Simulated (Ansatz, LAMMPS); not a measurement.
# Electronic structure of liquid K(F,Br) at 1200 K (94 atoms), part 2 of 2

Wanted: forces, charges and levels of liquid K(F,Br) at 1200 K (94 atoms).

Ansatz 0.2.0; Kohn-Sham DFT, r2SCAN, PAW (set soft_2), plane waves.

The cell: 47 K, 18 F and 29 Br. The network of bonds at the start is that of the classical potential that made the cell. The ion parameters were fitted for water, not for melts. The Brillouin zone is sampled at Γ only, in a cell whose shortest periodic width is 16 Å.

So far: The starting structure; The classical run that made the cell; Plane-wave single point.

### Step 3. Plane-wave single point (continued)

States in the cell by windows of 1 eV, zero at the Fermi level; the larger projections on atomic orbitals stand beside the total:

```tsv
from (eV)	to (eV)	total	Br p	F p	K s	Br s	K p
-18	-17	0.0	0.0	0.0	0.0	0.0	0.0
-17	-16	11.7	0.0	0.0	0.4	4.4	6.8
-16	-15	91.3	0.2	0.0	1.5	23.1	66.4
-15	-14	184.4	0.4	0.3	1.2	24.4	158.0
-14	-13	52.6	0.1	0.1	0.1	3.2	49.0
-13	-5	0.0	0.0	0.0	0.0	0.0	0.0
-5	-4	18.6	4.9	12.8	0.5	0.0	0.1
-4	-3	128.1	66.4	56.7	2.9	0.1	0.6
-3	-2	126.1	87.4	35.2	1.9	0.1	0.4
-2	-1	9.2	8.7	0.3	0.1	0.0	0.0
-1	1	0.0	0.0	0.0	0.0	0.0	0.0
1	2	2.0	0.0	0.0	1.6	0.2	0.0
2	3	12.6	0.6	0.1	9.7	0.7	0.1
3	4	38.4	1.4	0.3	23.3	0.9	0.1
4	5	70.3	1.0	0.3	19.5	0.4	0.1
```

Between -26 and -18 eV lie 36 more states.

The stored curve holds about 658 of the 752 electrons; the rest, give or take the few that broadening carries across the Fermi level, lie in deeper levels below its range.

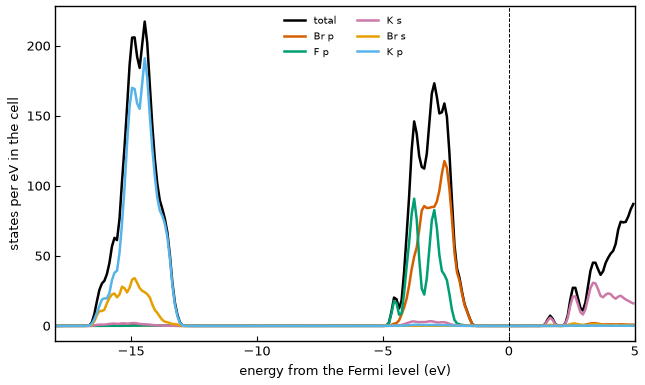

Total and projected density of states, with the broadening of the input.

The levels nearest the highest filled one (over half full), pooled over k-points and spins:

```tsv
level less the highest filled one (eV)	occupation
-0.360	2
-0.355	2
-0.302	2
-0.283	2
-0.155	2
0	2
3.30	0
4.12	0
4.14	0
4.25	0
4.30	0
4.32	0
```

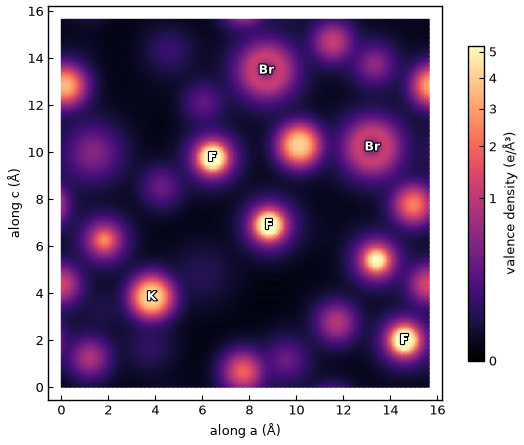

Valence density in the ac plane at fractional y = 0.421, with atoms of K and F and Br within 0.2 Å of it. It is the smooth field of the valence electrons, not physical close to the nuclei. The map starts off the cell's origin, so that atoms lie inside it. The colour scale is stretched toward low values.

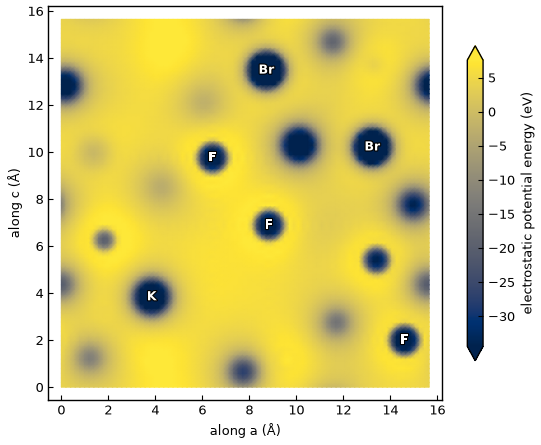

Electrostatic potential energy in the ac plane at fractional y = 0.421, with atoms of K and F and Br within 0.2 Å of it. With pseudopotentials it is smooth inside the atoms' cores, unlike the true potential. The map starts off the cell's origin, so that atoms lie inside it.

Mean intrinsic-atomic-orbital charges: Br -0.77, F -0.89, K +0.81 e. The largest share in the top eV of filled states is Br p (83 % of the projected weight), and in the lowest eV of empty states K s (85 % of the projected weight).

### Step 4. Local order

These statistics describe the geometry on which the runs were made.

Density 1.95 g/cm³, 40.78 Å³ an atom.

g(r), total and by pair (bins of 0.2 Å):

```tsv
r (Å)	total	K-K	K-Br	K-F	Br-Br	Br-F	F-F
2.30	0.06	0.00	0.00	0.32	0.00	0.00	0.00
2.50	0.75	0.00	0.00	3.95	0.00	0.00	0.00
2.70	1.29	0.00	0.00	6.76	0.00	0.00	0.00
2.90	1.03	0.00	0.91	3.93	0.00	0.00	0.00
3.10	1.57	0.14	3.96	1.48	0.00	0.00	0.94
3.30	1.11	0.38	2.79	0.84	0.00	0.00	0.00
3.50	1.31	0.90	2.88	0.44	0.00	0.23	2.36
3.70	1.01	1.00	1.38	0.53	0.26	0.84	2.81
3.90	1.27	1.53	1.18	0.72	0.72	1.75	3.04
4.10	1.05	1.23	0.73	0.54	0.87	2.09	2.20
4.30	1.18	2.09	0.61	0.28	1.36	1.90	1.56
4.50	0.97	1.50	0.61	0.36	0.71	1.88	1.40
4.70	0.95	1.12	0.61	0.81	2.29	0.67	0.84
4.90	1.02	1.32	0.70	0.75	2.27	0.84	0.40
5.10	1.09	1.16	0.61	0.62	2.08	1.77	2.17
5.30	0.79	0.98	0.32	0.71	1.17	1.25	1.33
5.50	0.74	0.86	0.56	0.71	0.47	1.08	1.26
5.70	0.96	0.90	0.83	0.72	1.22	1.44	1.45
5.90	1.13	1.03	0.86	1.77	0.84	1.44	0.55
6.10	1.00	0.93	1.11	1.31	1.26	0.47	0.00
6.30	1.17	0.97	1.41	1.46	1.02	0.81	0.49
6.50	0.90	1.05	0.93	1.06	0.86	0.55	0.00
6.70	0.99	0.80	1.02	1.53	1.04	0.52	0.42
6.90	0.96	0.90	1.31	0.99	0.46	0.67	0.40
7.10	1.01	0.99	1.20	1.14	0.58	0.76	0.75
7.30	1.06	1.01	1.14	1.12	1.02	0.94	0.89
7.50	1.03	0.88	1.25	0.84	1.41	0.67	1.35
7.70	1.09	0.91	1.38	0.85	0.62	1.43	1.42
```

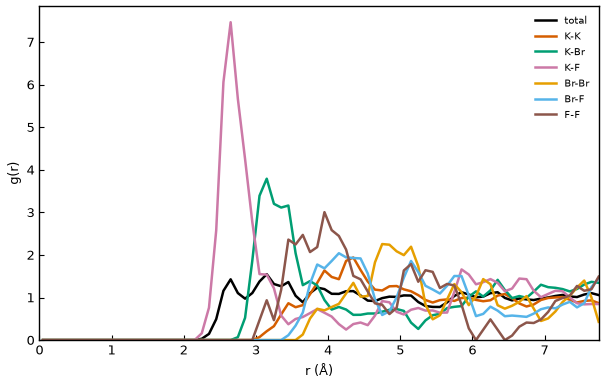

Pair distribution functions, lightly smoothed.

Local excerpt of 10 atoms (numbers count through the whole input) about Br71, which bears the longest force; x, y, z are measured from there.

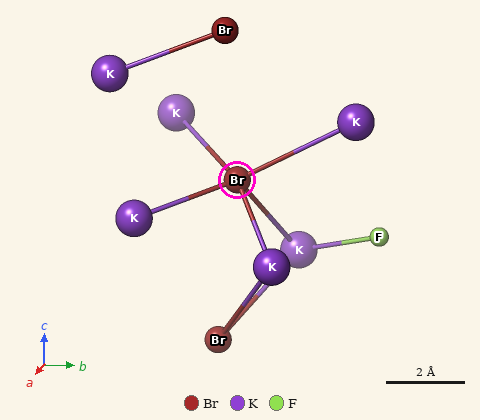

The atoms of the table, within 4.4 Å (arrows a, b, c point along x, y, z); some may hide others; the central atom is ringed.

```tsv
atom	x	y	z	distance (Å)	intrinsic-atomic-orbital charge (e)	Fx	Fy	Fz (eV/Å)
Br71	0.00	0.00	0.00	0.00	-0.76	-0.97	0.02	0.75
K6	1.84	1.27	-1.77	2.85	0.79	0.57	0.32	-0.93
K14	1.50	-2.42	-0.76	2.94	0.79	0.47	-0.86	-0.23
K38	-2.17	1.19	-2.40	3.44	0.84	-0.02	0.39	0.00
K7	-2.56	-2.12	0.98	3.47	0.82	-0.32	-0.30	0.00
K33	-0.04	3.12	1.70	3.55	0.78	-0.44	-0.26	-0.05
F62	-1.33	3.47	-1.71	4.09	-0.90	0.47	-0.25	0.42
Br85	0.60	-0.20	4.16	4.21	-0.78	-0.18	0.25	-0.21
Br86	0.31	-0.44	-4.22	4.26	-0.75	-0.03	-0.03	-0.01
K31	0.72	-3.21	2.87	4.37	0.84	-0.49	-0.38	-0.28
```

### Step 5. What came out

| Quantity | Value |
| --- | --- |
| free energy per atom | -1789.4481 eV/atom |
| pressure | -1.042 GPa |
| r.m.s. force component | 0.3135 eV/Å |
| gap (highest filled to lowest empty level) | 3.301 eV |
| wall time of the 1 DFT run | 80 s |

In words: The highest filled and lowest empty levels differ by 3.30 eV (at Γ alone); a semilocal functional tends to put such gaps too low. In a disordered cell it changes from sample to sample and from frame to frame.

**Limits.** The force components of 0.31 eV/Å r.m.s. hold both thermal displacement and the mismatch between the potential that made the cell and DFT. The pressure of a single frame lacks the kinetic term.

[Logs are printed without paths, hosts, clocks, repeated set-up lines and the standing remarks that a program may print on its own settings, such as how far it seeks lower states.]

[Hosts, paths, dates, database ids (printed as entryN), source tags and the programs' standing remarks are cut or masked in the printed files.]
